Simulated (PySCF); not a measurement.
# triplet [B2H5]− at 6 levels

Wanted: a comparison of 6 runs (U-r2SCAN/STO-3G, U-wB97X-V/STO-3G, UB3LYP/STO-3G, UPBE0/STO-3G, UCCSDT/STO-3G, UCCSD(T)/STO-3G) of triplet [B2H5]−. Input form: a Python script.

Program for the calculation: PySCF 2.14.0.

2 further runs of the same task are left out: 2 set aside as unsound or not needed.

## 1. Starting point

The species is [B2H5]− (7 atoms), meant as a triplet with charge -1. SMILES of the parent species: `B[BH3-]`. The coordinates come from a GFN2-xTB relaxation. That shape belongs to the parent species and isn't relaxed for this state.

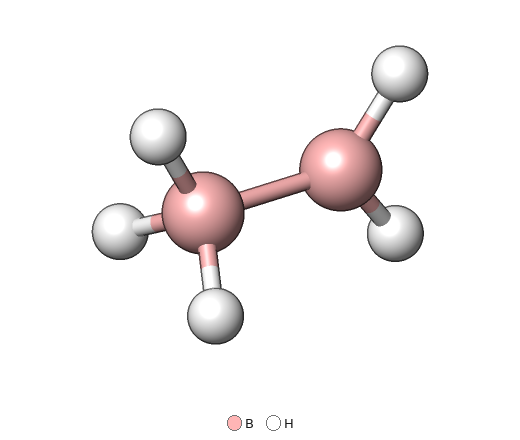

The structure, seen from a chosen angle (boron pink, hydrogen white).

## 2. A single-point energy at U-r2SCAN/STO-3G (run 1)

calc.py reads:

```python
from pyscf import gto, dft

system = gto.M(
    atom='''
B      0.210010    -0.813600     0.474350
B     -0.119910     0.613520    -0.349380
H      1.262150    -1.128320     0.968990
H     -0.606320    -1.678230     0.657480
H     -0.531530     0.371570    -1.495060
H     -1.042200     1.230100     0.207460
H      0.827810     1.404960    -0.463840
''',
    basis='sto-3g',
    charge=-1,
    spin=2,
    max_memory=1860,
    verbose=4,
)

calc0 = dft.UKS(system, xc='r2scan')
calc0.conv_tol = 1e-10
calc0.grids.level = 5
calc0.kernel()
if not calc0.converged:
    calc0 = calc0.newton().run(calc0.mo_coeff, calc0.mo_occ)

e_tot = calc0.e_tot
print('E(%s) = %.9f' % ('R2SCAN', e_tot))
```

Command:

```bash
$ OMP_NUM_THREADS=1 python calc.py
```

Standard output:

```text
PySCF version 2.14.0

[... 59 lines left out ...]
[... the frontier-level lines of each cycle are left out ...]
[... 5 lines left out ...]
[... 5 lines left out ...]
[... 5 lines left out ...]
[... 5 lines left out ...]
[... 5 lines left out ...]
[... 5 lines left out ...]
[... 5 lines left out ...]

cycle= 8 E= -51.7610220216852  delta_E= -5.29e-09  |g|= 1.68e-05  |ddm|= 0.000201


cycle= 9 E= -51.7610220222174  delta_E= -5.32e-10  |g|= 3.09e-06  |ddm|= 6.42e-05


cycle= 10 E= -51.7610220222365  delta_E= -1.91e-11  |g|= 9.39e-07  |ddm|= 1.3e-05


Extra cycle  E= -51.7610220222377  delta_E= -1.12e-12  |g|= 3.42e-07  |ddm|= 2.68e-06
converged SCF energy = -51.7610220222377  <S^2> = 2.0058928  2S+1 = 3.003926
E(R2SCAN) = -51.761022022
```

Run time: 6.9 s. Hardware: 1 thread of Arm Neoverse V1, shared host; peak memory 0.21 GiB.

## 3. The energy at U-wB97X-V/STO-3G (run 2)

job.py reads:

```python
from pyscf import gto, dft

molecule = gto.M(
    atom='''
B        0.210010      -0.813600       0.474350
B       -0.119910       0.613520      -0.349380
H        1.262150      -1.128320       0.968990
H       -0.606320      -1.678230       0.657480
H       -0.531530       0.371570      -1.495060
H       -1.042200       1.230100       0.207460
H        0.827810       1.404960      -0.463840
''',
    verbose=3,
    spin=2,
    basis='sto-3g',
    charge=-1,
    max_memory=1860,
)

ks = dft.UKS(molecule, xc='wb97x-v')
ks.nlcgrids.level = 1
ks.grids.level = 5
ks.conv_tol = 1e-10
ks.kernel()
if not ks.converged:
    ks = ks.newton().run(ks.mo_coeff, ks.mo_occ)

e_tot = ks.e_tot
print('Final energy', e_tot)
```

Command:

```bash
$ OMP_NUM_THREADS=1 python job.py
```

Standard output:

```text
WARN: HOMO 0.0516054303516011 >= LUMO -0.23661015133372

converged SCF energy = -51.7728075493644  <S^2> = 2.0024819  2S+1 = 3.0016542
Final energy -51.7728075493644
```

Wall time 27 s (1 thread of Arm Neoverse V1, shared host); peak memory 0.19 GiB.

Runs 3 to 5 aren't shown in full; the table further down has their settings and results.

## 4. The energy at UCCSD(T)/STO-3G (run 6)

mol.xyz reads:

```xyz
7
B2H5
B      0.210010    -0.813600     0.474350
B     -0.119910     0.613520    -0.349380
H      1.262150    -1.128320     0.968990
H     -0.606320    -1.678230     0.657480
H     -0.531530     0.371570    -1.495060
H     -1.042200     1.230100     0.207460
H      0.827810     1.404960    -0.463840
```

calc.py reads:

```python
from pyscf import gto, cc

mol = gto.Mole()
mol.atom = 'mol.xyz'
mol.max_memory = 1860
mol.spin = 2
mol.verbose = 3
mol.basis = 'sto-3g'
mol.charge = -1
mol.build()

hf = mol.UHF()
hf.conv_tol = 1e-10
hf.kernel()
if not hf.converged:
    hf = hf.newton().run(hf.mo_coeff, hf.mo_occ)

mycc = cc.CCSD(hf, frozen=2)
mycc.kernel()
e_t = mycc.ccsd_t()
e_final = mycc.e_tot + e_t
print(f'total energy: {e_final:.8f} hartree')
```

Command:

```bash
$ OMP_NUM_THREADS=1 python calc.py
```

Standard output:

```text
WARN: HOMO 0.130794036067181 >= LUMO -0.207339028276653

converged SCF energy = -51.342007906235  <S^2> = 2.0110201  2S+1 = 3.0073378
E(UCCSD) = -51.44246998092283  E_corr = -0.100462074687831
UCCSD(T) correction = -0.000648454021710635
total energy: -51.44311843 hartree
```

It took 1 s on 1 thread of Arm Neoverse V1, shared host; peak memory 0.11 GiB.

## 5. The series

```csv
run,level,nlc grid,integration grid,energy (Eh),HOMO energy (eV),⟨S²⟩,wall time
1,U-r2SCAN/STO-3G,–,5,-51.761022,6.86,2.006,6.9 s
2,U-wB97X-V/STO-3G,1,5,-51.772808,3.64,2.002,27 s
3,UB3LYP/STO-3G,–,5,-51.811330,6.26,2.003,5.1 s
4,UPBE0/STO-3G,–,5,-51.715028,5.99,2.004,4.2 s
5,UCCSDT/STO-3G,–,–,-51.443433,1.94,2.011,2.5 s
6,UCCSD(T)/STO-3G,–,–,-51.443118,1.94,2.011,1 s
```

## 6. Results

| quantity | value |
| --- | --- |
| run 6: total energy | -51.44312 Eh |
| run 6: HOMO energy (Hartree–Fock orbitals) (highest over α and β) | 1.94 eV |
| run 6: LUMO energy (Hartree–Fock orbitals) (lowest over α and β) | 9.99 eV |
| run 6: correlation energy (2 core orbitals frozen) | -101.1 mEh |
| run 6: (T) correction | -0.65 mEh |
| run 6: ⟨S²⟩ of the reference determinant | 2.011 |
| run 6: T1 diagnostic | 0.008 |

**Reading.** Totals of different functionals can't be ranked against each other. In runs 1, 2, 3, 4, 5, 6 the HOMO lies above zero, so the outermost electron may be held by the basis alone. In runs 1, 2, 3, 4, 5, 6 the basis is minimal, so the values are rough. All runs together took 47 s, the longest 27 s.
